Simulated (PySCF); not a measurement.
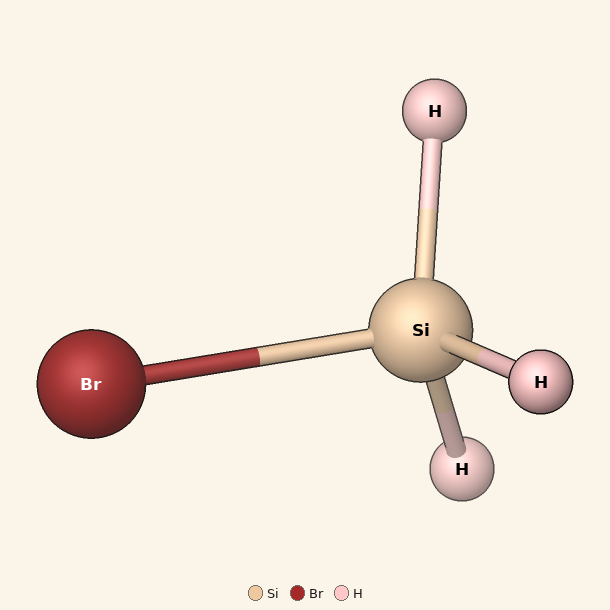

Distant atoms are faded towards the background colour. The computed structure is the end point of a GFN2-xTB optimisation. No frequency run is at hand to confirm it as a minimum.

**Which symmetry elements does this geometry have?**

It has 1 C3 axis and 3 mirror planes, so the point group is C3v. The group has 6 operations. The geometry is achiral, and symmetry allows a dipole moment.
